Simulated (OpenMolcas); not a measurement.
## Tc⁴⁺ complex: multiconfigurational calculation

Tc⁴⁺ with 6 ligands (F; octahedron, 1.902 Å), embedded in Cs2GeF6 by model potentials and point charges, whose field is part of the energies. Computed at this level: state-averaged CASSCF, active space 3 electrons in the shell 4d, basis ANO-RCC-VTZP on the metal and ANO-RCC-VDZP on the ligands, DKH2 scalar Hamiltonian, spin-orbit coupling by RASSI with atomic mean-field integrals (OpenMolcas).

**The program's output (extracts)**
```
--- SEWARD ---
Basis set label: TC.ANO-RCC...7S6P4D2F1G.

      Electronic valence basis set:
      ------------------
      Associated Effective Charge  43.000000 au
      Associated Actual Charge     43.000000 au
      Nuclear Model: Point charge

      Shell  nPrim  nBasis  Cartesian Spherical Contaminant
         s      21       7        X
         p      18       6        X
         d      13       4                 X
         f       6       2                 X
         g       4       1                 X
                  Relativistic Douglas-Kroll-Hess integrals:
                    - DKH order of Hamiltonian: 2
                    - DKH order of Properties : 0
                  Atomic mean-field integrals
--- RASSCF ---
Wave function specifications:
      -----------------------------

      Number of closed shell electrons          96
      Number of electrons in active shells       3
      Max number of holes in RAS1 space          0
      Max nr of electrons in RAS3 space          0
      Number of inactive orbitals               48
      Number of active orbitals                  5
      Number of secondary orbitals              99
      Spin quantum number                      1.5
      State symmetry                             1
Orbital specifications:
      -----------------------

      Symmetry species                           1   2
                                                ag  au
      Frozen orbitals                            0   0
      Inactive orbitals                         24  24
      Active orbitals                            5   0
      RAS1 orbitals                              0   0
      RAS2 orbitals                              5   0
      RAS3 orbitals                              0   0
      Secondary orbitals                        49  50
      Deleted orbitals                           0   0
      Number of basis functions                 78  74
      Number of CSFs                            10
      Number of root(s) required                10
      Iter CI   SX   CI       RASSCF       Energy    max ROT     max BLB   max BLB  Level Ln srch  Step   QN
          iter iter root      energy       change     param      element    value   shift minimum  type update
 Nr of preliminary CI iterations:   1
      Total energies have been shifted. Add                -4000.00 au
        1   1   11    0  -879.02069097    0.00E+00  -1.03E-01*  24  27 1  2.94E-01*  1.06   0.00    SX    NO
        2   1   11    0  -880.10736126   -1.09E+00* -1.03E-01*  24  27 1  1.97E-01*  0.71   0.00    SX    NO
        3   1   12    0  -880.32030806   -2.13E-01* -4.37E-02   24  27 1  7.81E-02*  0.57   0.00    SX    NO
        4   1   11    0  -880.35683365   -3.65E-02* -1.84E-02   24  27 1  3.39E-02*  0.59   0.00    SX    NO
        5   1   11    0  -880.36389223   -7.06E-03* -1.53E-02   24  27 1  1.54E-02*  0.60   1.91    LS   YES
        6   1   11    0  -880.36596333   -2.07E-03*  4.27E-03   23  27 2  3.69E-03*  0.61   1.09    QN   YES
        7   1   10    0  -880.36618069   -2.17E-04* -1.35E-03    9  44 2 -2.26E-03*  0.61   1.26    QN   YES
        8   1    9    0  -880.36621140   -3.07E-05* -3.26E-04   24  27 1 -5.19E-04*  0.61   1.03    QN   YES
        9   1    8    0  -880.36621329   -1.89E-06* -2.13E-04   24  27 1 -1.74E-04*  0.61   1.53    QN   YES
       10   1    7    0  -880.36621390   -6.06E-07*  6.29E-05   14  28 1 -5.66E-05   0.61   1.18    QN   YES
       11   1    7    0  -880.36621396   -5.89E-08* -2.36E-05    9  47 2  3.35E-05   0.61   1.38    QN   YES
       12   1    6    0  -880.36621397   -1.11E-08*  6.29E-06   24  44 2  1.10E-05   0.61   1.20    QN   YES
       13   1    5    0  -880.36621397   -1.19E-09   1.98E-06   12  53 1  3.63E-06   0.61   1.33    QN   YES
      Convergence after 13 iterations
       14   1    5    0  -880.36621397   -1.96E-10   1.98E-06   12  53 1  1.70E-06   0.61   1.33    QN   YES
      Natural orbitals and occupation numbers for root  1
      sym 1:   1.000000   1.000000   0.000000   1.000000  -0.000000
      Natural orbitals and occupation numbers for root  2
      sym 1:   0.999908   0.000092   0.999908   1.000000   0.000092
      Natural orbitals and occupation numbers for root  3
      sym 1:   0.999154   1.000000   0.000846   0.000846   0.999154
::    RASSCF root number  1 Total energy:  -4880.56421856
::    RASSCF root number  2 Total energy:  -4880.41170525
::    RASSCF root number  3 Total energy:  -4880.41170525
::    RASSCF root number  4 Total energy:  -4880.41170525
::    RASSCF root number  5 Total energy:  -4880.37345103
::    RASSCF root number  6 Total energy:  -4880.37345103
::    RASSCF root number  7 Total energy:  -4880.37345103
::    RASSCF root number  8 Total energy:  -4880.24748410
::    RASSCF root number  9 Total energy:  -4880.24748410
::    RASSCF root number 10 Total energy:  -4880.24748410
--- RASSCF ---
Wave function specifications:
      -----------------------------

      Number of closed shell electrons          96
      Number of electrons in active shells       3
      Max number of holes in RAS1 space          0
      Max nr of electrons in RAS3 space          0
      Number of inactive orbitals               48
      Number of active orbitals                  5
      Number of secondary orbitals              99
      Spin quantum number                      0.5
      State symmetry                             1
Orbital specifications:
      -----------------------

      Symmetry species                           1   2
                                                ag  au
      Frozen orbitals                            0   0
      Inactive orbitals                         24  24
      Active orbitals                            5   0
      RAS1 orbitals                              0   0
      RAS2 orbitals                              5   0
      RAS3 orbitals                              0   0
      Secondary orbitals                        49  50
      Deleted orbitals                           0   0
      Number of basis functions                 78  74
      Number of CSFs                            40
      Number of root(s) required                40
      Iter CI   SX   CI       RASSCF       Energy    max ROT     max BLB   max BLB  Level Ln srch  Step   QN
          iter iter root      energy       change     param      element    value   shift minimum  type update
 Nr of preliminary CI iterations:   1
      Total energies have been shifted. Add                -4000.00 au
        1   1   10    0  -880.28952273    0.00E+00  -7.83E-03   19  26 1 -7.40E-03*  0.57   0.00    SX    NO
        2   1   10    0  -880.29018323   -6.60E-04*  3.09E-03   19  26 1 -4.11E-03*  0.57   0.00    SX    NO
        3   1    9    0  -880.29032554   -1.42E-04*  1.39E-03   19  26 1 -2.24E-03*  0.57   0.00    SX    NO
        4   1    9    0  -880.29036143   -3.59E-05*  7.85E-04   19  26 1 -1.28E-03*  0.57   0.00    SX    NO
        5   1    8    0  -880.29037127   -9.84E-06*  8.93E-04   19  26 1 -7.24E-04*  0.57   2.14    LS   YES
        6   1    7    0  -880.29037519   -3.91E-06*  7.87E-05   17  29 1  1.56E-04*  0.57   1.01    QN   YES
        7   1    7    0  -880.29037538   -1.87E-07*  8.02E-05   17  29 1  8.41E-05   0.57   2.02    LS   YES
        8   1    7    0  -880.29037544   -6.28E-08*  3.37E-05   12  44 2 -1.04E-04*  0.57   0.99    QN   YES
        9   1    6    0  -880.29037546   -2.10E-08*  1.53E-05   17  29 1  2.19E-05   0.57   1.01    QN   YES
       10   1    5    0  -880.29037546   -3.72E-09   8.11E-06   11  47 1 -6.98E-06   0.57   1.51    QN   YES
      Convergence after 10 iterations
       11   1    5    0  -880.29037546   -7.24E-10   8.11E-06   18  45 1  2.15E-06   0.57   1.51    QN   YES
      Natural orbitals and occupation numbers for root  1
      sym 1:   1.002686   0.988854   0.993980   0.001841   0.012639
      Natural orbitals and occupation numbers for root  2
      sym 1:   0.987661   1.001492   0.996367   0.012639   0.001841
      Natural orbitals and occupation numbers for root  3
      sym 1:   0.994018   0.998971   0.998973   0.003519   0.004519
::    RASSCF root number  1 Total energy:  -4880.49614836
::    RASSCF root number  2 Total energy:  -4880.49614836
::    RASSCF root number  3 Total energy:  -4880.49326104
::    RASSCF root number  4 Total energy:  -4880.49326104
::    RASSCF root number  5 Total energy:  -4880.49326104
::    RASSCF root number  6 Total energy:  -4880.45594634
::    RASSCF root number  7 Total energy:  -4880.45594634
::    RASSCF root number  8 Total energy:  -4880.45594634
::    RASSCF root number  9 Total energy:  -4880.35812733
::    RASSCF root number 10 Total energy:  -4880.34829874
::    RASSCF root number 11 Total energy:  -4880.34829874
::    RASSCF root number 12 Total energy:  -4880.34829874
::    RASSCF root number 13 Total energy:  -4880.34566061
::    RASSCF root number 14 Total energy:  -4880.34566061
::    RASSCF root number 15 Total energy:  -4880.34566061
::    RASSCF root number 16 Total energy:  -4880.33779323
::    RASSCF root number 17 Total energy:  -4880.33779323
::    RASSCF root number 18 Total energy:  -4880.32082884
::    RASSCF root number 19 Total energy:  -4880.32082884
::    RASSCF root number 20 Total energy:  -4880.32082884
::    RASSCF root number 21 Total energy:  -4880.29994612
::    RASSCF root number 22 Total energy:  -4880.29994612
::    RASSCF root number 23 Total energy:  -4880.29994612
::    RASSCF root number 24 Total energy:  -4880.28941578
::    RASSCF root number 25 Total energy:  -4880.24176793
::    RASSCF root number 26 Total energy:  -4880.24176793
::    RASSCF root number 27 Total energy:  -4880.19863857
::    RASSCF root number 28 Total energy:  -4880.19863857
::    RASSCF root number 29 Total energy:  -4880.19863857
::    RASSCF root number 30 Total energy:  -4880.19164184
--- RASSI ---
SPIN-FREE ENERGIES:
  (Shifted by EMIN (a.u.) =      -4880.5642185600)

 SF State       Relative EMIN(au)   Rel lowest level(eV)    D:o, cm**(-1)

     1             0.0000000000        0.0000000000              0.0000
    11             0.0680702013        1.8522845392          14939.6823
    12             0.0680702018        1.8522845517          14939.6824
    13             0.0709575208        1.9308525064          15573.3757
    14             0.0709575214        1.9308525209          15573.3758
    15             0.0709575219        1.9308525367          15573.3760
    16             0.1082722231        2.9462372825          23763.0063
    17             0.1082722231        2.9462372825          23763.0063
    18             0.1082722231        2.9462372825          23763.0063
     2             0.1525133104        4.1500985957          33472.8026
     3             0.1525133104        4.1500985957          33472.8026
     4             0.1525133104        4.1500985957          33472.8026
     5             0.1907675312        5.1910489749          41868.6336
     6             0.1907675312        5.1910489749          41868.6336
     7             0.1907675312        5.1910489749          41868.6336
    19             0.2060912343        5.6080281790          45231.7977
    20             0.2159198237        5.8754777219          47388.9237
    21             0.2159198237        5.8754777219          47388.9237
    22             0.2159198237        5.8754777219          47388.9237
    23             0.2185579510        5.9472648228          47967.9257
    24             0.2185579510        5.9472648228          47967.9257
    25             0.2185579516        5.9472648385          47967.9259
    26             0.2264253262        6.1613470079          49694.6150
    27             0.2264253262        6.1613470079          49694.6150
    28             0.2433897157        6.6229715626          53417.8681
    29             0.2433897162        6.6229715756          53417.8682
    30             0.2433897169        6.6229715961          53417.8684
    31             0.2642724369        7.1912193549          58001.0957
    32             0.2642724369        7.1912193549          58001.0957
    33             0.2642724376        7.1912193728          58001.0958
    34             0.2748027768        7.4777644999          60312.2381
     8             0.3167344586        8.6187836892          69515.1785
     9             0.3167344586        8.6187836892          69515.1785
    10             0.3167344586        8.6187836892          69515.1785
    35             0.3224506337        8.7743287390          70769.7340
    36             0.3224506337        8.7743287390          70769.7340
    37             0.3655799907        9.9479383315          80235.5337
    38             0.3655799907        9.9479383315          80235.5337
    39             0.3655799913        9.9479383477          80235.5338
    40             0.3725767233       10.1383291238          81771.1390
Eigenvalues of complex Hamiltonian:
   -----------------------------------
  (Shifted by EMIN (a.u.) =      -4880.5642185600)

 SO State       Relative EMIN(au)   Rel lowest level(eV)    D:o, cm**(-1)

     1            -0.0005089257        0.0000000001              0.0000
     2            -0.0005089257        0.0000000000              0.0000
     3            -0.0005089257        0.0000000001              0.0000
     4            -0.0005089257        0.0000000000              0.0000
     5             0.0673213638        1.8457562071          14887.0278
     6             0.0673213638        1.8457562071          14887.0278
     7             0.0673213643        1.8457562194          14887.0279
     8             0.0673213643        1.8457562194          14887.0279
     9             0.0699085056        1.9161559223          15454.8398
    10             0.0699085056        1.9161559223          15454.8398
    11             0.0699085064        1.9161559420          15454.8399
    12             0.0699085064        1.9161559420          15454.8399
    13             0.0710002100        1.9458627116          15694.4412
    14             0.0710002100        1.9458627116          15694.4412
    15             0.1080102955        2.9529584438          23817.2161
    16             0.1080102955        2.9529584438          23817.2161
    17             0.1080102954        2.9529584411          23817.2161
    18             0.1080102954        2.9529584411          23817.2161
    19             0.1090669704        2.9817120323          24049.1294
    20             0.1090669704        2.9817120323          24049.1294
    21             0.1505672992        4.1109935086          33157.3988
    22             0.1505672992        4.1109935086          33157.3988
    23             0.1516863832        4.1414453360          33403.0093
    24             0.1516863832        4.1414453356          33403.0093
    25             0.1516863832        4.1414453356          33403.0093
    26             0.1516863832        4.1414453360          33403.0093
    27             0.1532681550        4.1844875392          33750.1681
    28             0.1532681550        4.1844875392          33750.1681
    29             0.1532681550        4.1844875384          33750.1681
    30             0.1532681550        4.1844875384          33750.1681
    31             0.1535054773        4.1909454075          33802.2543
    32             0.1535054773        4.1909454075          33802.2543
    33             0.1894674755        5.1695212299          41695.0006
    34             0.1894674755        5.1695212299          41695.0006
    35             0.1905748972        5.1996557092          41938.0516
    36             0.1905748972        5.1996557096          41938.0516
    37             0.1905748972        5.1996557096          41938.0516
    38             0.1905748972        5.1996557092          41938.0516
    39             0.1911336120        5.2148591133          42060.6753
    40             0.1911336120        5.2148591133          42060.6753
    41             0.1912583740        5.2182540616          42088.0574
Weights of the five most important spin-orbit-free states for each spin-orbit state.

 SO State  Total energy (au)           Spin-free states, spin, and weights
 -------------------------------------------------------------------------------------------------------
    1        -0.000509       1 1.5  0.9962   18 0.5  0.0013    3 1.5  0.0007   16 0.5  0.0005    4 1.5  0.0005
    2        -0.000509       1 1.5  0.9962   17 0.5  0.0011   16 0.5  0.0009    2 1.5  0.0008    4 1.5  0.0003
    3        -0.000509       1 1.5  0.9962   18 0.5  0.0013    3 1.5  0.0007    4 1.5  0.0006   16 0.5  0.0004
    4        -0.000509       1 1.5  0.9962   17 0.5  0.0011   16 0.5  0.0008    2 1.5  0.0008    4 1.5  0.0004
    5         0.067321      11 0.5  0.9876   16 0.5  0.0034    4 1.5  0.0022   17 0.5  0.0015   15 0.5  0.0012
    6         0.067321      11 0.5  0.9876   16 0.5  0.0034    4 1.5  0.0022   17 0.5  0.0015   15 0.5  0.0012
    7         0.067321      12 0.5  0.9876   18 0.5  0.0031   17 0.5  0.0021    2 1.5  0.0021    3 1.5  0.0013
    8         0.067321      12 0.5  0.9876   18 0.5  0.0031   17 0.5  0.0021    2 1.5  0.0021    3 1.5  0.0013
    9         0.069909      13 0.5  0.6175   14 0.5  0.3154   15 0.5  0.0503   18 0.5  0.0076   17 0.5  0.0043
   10         0.069909      13 0.5  0.6175   14 0.5  0.3154   15 0.5  0.0503   18 0.5  0.0076   17 0.5  0.0043
   11         0.069909      15 0.5  0.6052   14 0.5  0.3400   13 0.5  0.0380   16 0.5  0.0078   17 0.5  0.0040
   12         0.069909      15 0.5  0.6052   14 0.5  0.3400   13 0.5  0.0380   16 0.5  0.0078   17 0.5  0.0040
```

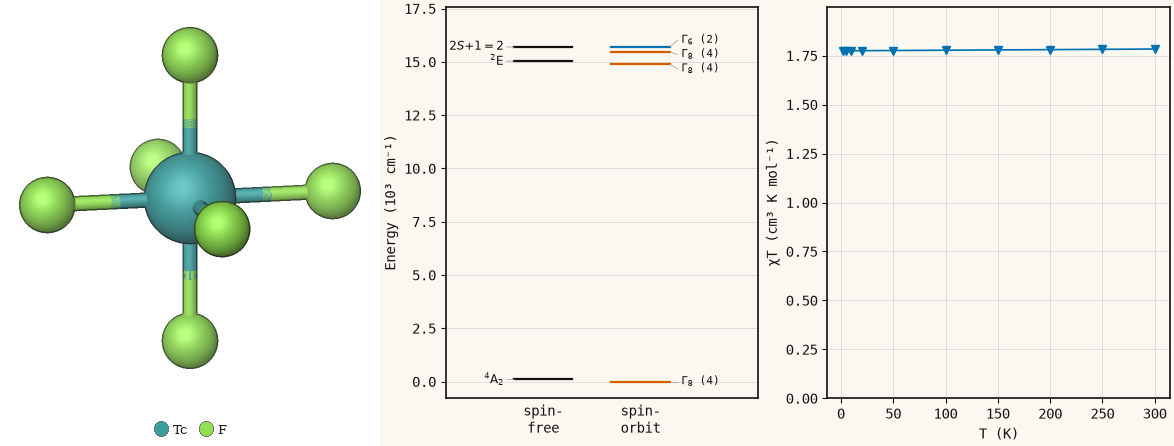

Tc⁴⁺ (4d³) as a dopant in Cs₂GeF₆, a cluster with its 6 nearest F⁻ at 1.902 Å (octahedron) embedded in model potentials and point charges; the geometry was set, not optimised, and its levels and susceptibility. Labels give the representation in O, Td, D4 or D3 as the site allows (double group for half-integer spin) where it could be assigned and, in brackets, the degeneracy; spin-free states, where drawn, share the zero of the spin-orbit levels. Powder susceptibility by Van Vleck's formula. The ground level is Γ₈, 4-fold degenerate, 100 % from states of spin multiplicity 4. The next level lies at 14,900 cm⁻¹ (Γ₈). The lowest spin-free state is ⁴A₂. A ligand-field fit to the spin-free states gives |10Dq| = 33,500 cm⁻¹, B = 764 and C = 3,010 cm⁻¹ (rms misfit 20 cm⁻¹). χT is 1.77 cm³ K mol⁻¹ at 2 K and 1.78 at 300 K, an effective moment of 3.78 μB. The active orbitals hold 77 to 89 % metal character (Löwdin), and the Mulliken charge of the metal is +2.41.

**The input**
```
&GATEWAY
Basis set
Tc.ANO-RCC-VTZP.
Tc1 0.0 0.0 0.0 Angstrom
End of basis
Basis set
F.ANO-RCC-VDZP.
L1 1.902000 0.000000 0.000000 Angstrom
L2 0.000000 1.902000 0.000000 Angstrom
L3 0.000000 0.000000 1.902000 Angstrom
End of basis
Basis set
Cs.EMB-AIMP.Seijo.0s.0s.ECP.Cs2GeF6.
PseudoCharge
* 16 symmetry-unique lattice sites within 7.6 angstrom
End of basis
Basis set
F.EMB-AIMP.Seijo.0s.0s.ECP.Cs2GeF6.
PseudoCharge
* 27 symmetry-unique lattice sites within 7.6 angstrom
End of basis
Basis set
Ge.EMB-AIMP.Seijo.0s.0s.ECP.Cs2GeF6.
PseudoCharge
* 6 symmetry-unique lattice sites within 7.6 angstrom
End of basis
Symmetry
XYZ
AngMom=0.0 0.0 0.0
AMFI
RICD
XField
1358 Angstrom 0
* Evjen-weighted lattice charges
&SEWARD
&RASSCF
FileOrb=start.orb
Symmetry=1
Spin=4
nActEl=3 0 0
Inactive=24 24
Ras2=5 0
CIRoot=10 10 1
SDav=10
CIMx=300
Iter=150 100
PrWF=0.3
OrbListing=Nothing
MaxOrb=0
LevShft=1.0
>>> COPY $Project.JobIph JOB001
&RASSCF
FileOrb=start.orb
Symmetry=1
Spin=2
nActEl=3 0 0
Inactive=24 24
Ras2=5 0
CIRoot=40 40 1
SDav=40
CIMx=300
Iter=150 100
PrWF=0.3
OrbListing=Nothing
MaxOrb=0
LevShft=1.0
>>> COPY $Project.JobIph JOB002
&RASSI
NrOfJobIphs=2 10 40
1 2 3 4 5 6 7 8 9 10
1 2 3 4 5 6 7 8 9 10 11 12 13 14 15 16 17 18 19 20 21 22 23 24 25 26 27
28 29 30 31 32 33 34 35 36 37 38 39 40
IphNames
JOB001
JOB002
EJob
SpinOrbit
DIPRint=1.0
SOCoupling=1000.0
Subsets=2
Property=9
'ANGMOM' 1 'ANGMOM' 2 'ANGMOM' 3 'MLTPL  1' 1 'MLTPL  1' 2 'MLTPL  1' 3
'AMFI' 1 'AMFI' 2 'AMFI' 3
SOProperty=3
'ANGMOM' 1 'ANGMOM' 2 'ANGMOM' 3
```

The file start.orb holds starting orbitals from an earlier step. A driver script formed the levels outside the program, from RASSI's spin-orbit matrix and the active-space energies, averaged over the components of each term or state.

Run as:
```bash
OMP_NUM_THREADS=1 MOLCAS_MEM=2457 MOLCAS_PROJECT=a pymolcas a.inp > a.log  # once for each step of the input, in one work folder
```

**Key numbers**

```tsv
quantity	value
outcome	converged
energy of the lowest spin-free term	−4880.56422 hartree
energy of the lowest spin-orbit level	−4880.56473 hartree
largest spread among components of a term	0.0 cm⁻¹
hardware	1 thread of Arm Neoverse V2, 128 GiB of memory available, shared host
wall time	27 s
peak memory	0.4 GiB
```

**Remarks**

Without dynamic correlation the splittings between terms come out too large, often by 20 to 50 %. To bear in mind: covalent bonds, ligand orbitals missing from the active space; the geometry is set by hand, with no relaxation.
